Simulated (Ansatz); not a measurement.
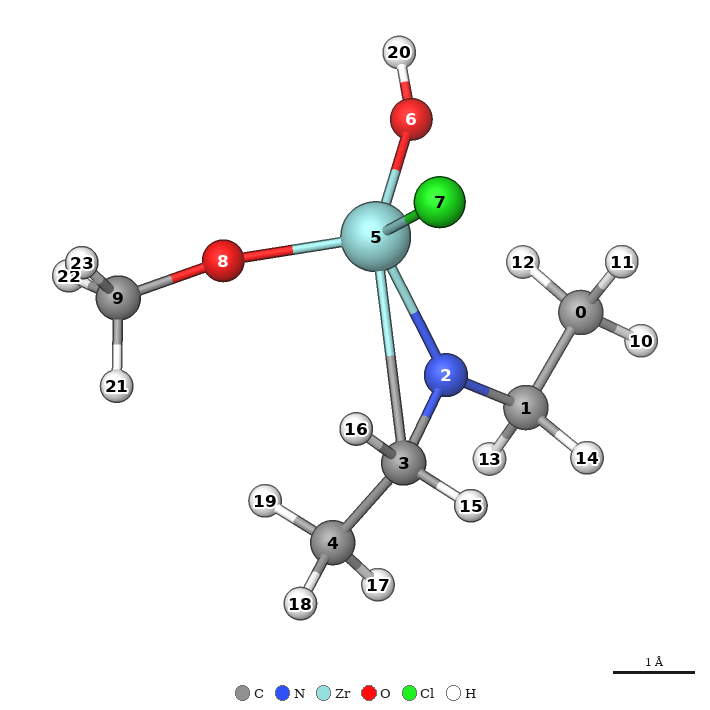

The picture shows the input geometry. Atoms are numbered from 0, in the order of the input.

Ansatz 0.2.0 input:

```yaml
crystal:
  periodic: [false, false, false]
  atoms:
    - {symbol: C, position_ang: [0.991311, -2.424182, -1.466482]}
    - {symbol: C, position_ang: [-0.279571, -1.931925, -0.807875]}
    - {symbol: N, position_ang: [-0.052545, -0.818913, 0.082113]}
    - {symbol: C, position_ang: [-1.202380, -0.454128, 0.891497]}
    - {symbol: C, position_ang: [-2.353778, 0.168997, 0.117629]}
    - {symbol: Zr, position_ang: [1.478991, 0.398401, 0.582975]}
    - {symbol: O, position_ang: [2.963978, 0.156525, -0.615871]}
    - {symbol: Cl, position_ang: [2.095678, -0.143074, 2.835098]}
    - {symbol: O, position_ang: [0.829435, 2.199265, 0.578643]}
    - {symbol: C, position_ang: [0.134070, 3.397195, 0.668450]}
    - {symbol: H, position_ang: [0.774031, -3.270756, -2.120873]}
    - {symbol: H, position_ang: [1.720200, -2.751320, -0.720427]}
    - {symbol: H, position_ang: [1.457504, -1.640718, -2.067600]}
    - {symbol: H, position_ang: [-1.006480, -1.664223, -1.588146]}
    - {symbol: H, position_ang: [-0.735830, -2.755249, -0.236042]}
    - {symbol: H, position_ang: [-1.553546, -1.334870, 1.449242]}
    - {symbol: H, position_ang: [-0.882686, 0.258775, 1.671108]}
    - {symbol: H, position_ang: [-2.775343, -0.532179, -0.605148]}
    - {symbol: H, position_ang: [-3.156035, 0.467129, 0.797107]}
    - {symbol: H, position_ang: [-2.013998, 1.053696, -0.426219]}
    - {symbol: H, position_ang: [3.739147, 0.427939, -1.099828]}
    - {symbol: H, position_ang: [-0.939006, 3.219441, 0.805955]}
    - {symbol: H, position_ang: [0.270660, 3.988522, -0.243196]}
    - {symbol: H, position_ang: [0.496205, 3.985651, 1.517902]}
basis:
  gaussian: {orbitals: x2c-TZVPPall}
hamiltonian: {xc: {name: SVWN5}}
accuracy: high
```

Command:

```sh
ansatz run in.yaml --threads 4 --pin off --events-out ev --progress --plain --max-ram 66560MiB --backend cuda --devices 0, --max-vram 37GiB
```

Output:

```
Functional definition: SVWN5
  name "SVWN5"
  cite "Dirac, Proc. Camb. Phil. Soc. 26, 376 (1930) doi:10.1017/S0305004100016108"
  cite "Slater, Phys. Rev. 81, 385 (1951) doi:10.1103/PhysRev.81.385"
  cite "Vosko, Wilk & Nusair, Can. J. Phys. 58, 1200 (1980) doi:10.1139/p80-159"
  exchange = slater_x
  correlation = vwn5_c
10117 factors; integrals over basis functions are off by at most 2.7e-7 eV
mean field evaluation 1: about -121201.8472 eV, gradient 1.4e2 eV
mean field evaluation 2: about -120903.6203 eV, gradient 3.7e2 eV
mean field evaluation 4: about -121238.5411 eV, gradient 4.1e1 eV
mean field evaluation 8: about -121241.6004 eV, gradient 1.3e0 eV
mean field evaluation 16: about -121241.5926 eV, gradient 1.9e-3 eV
mean field -121241.59264021 eV, -4455.5463490246 hartree, gradient 7.7e-8 eV, S^2 0.000000; 0 other end points of the search recorded, 0 dependent functions left out
reference -121241.59264795 eV, -4455.5463493089 hartree; 62, 62 occupied and 503, 503 virtual orbitals, 10117 factors
Total energy: -121241.59264795 eV, -4455.5463493089 hartree
Relativity: scalar
```

The run converged.
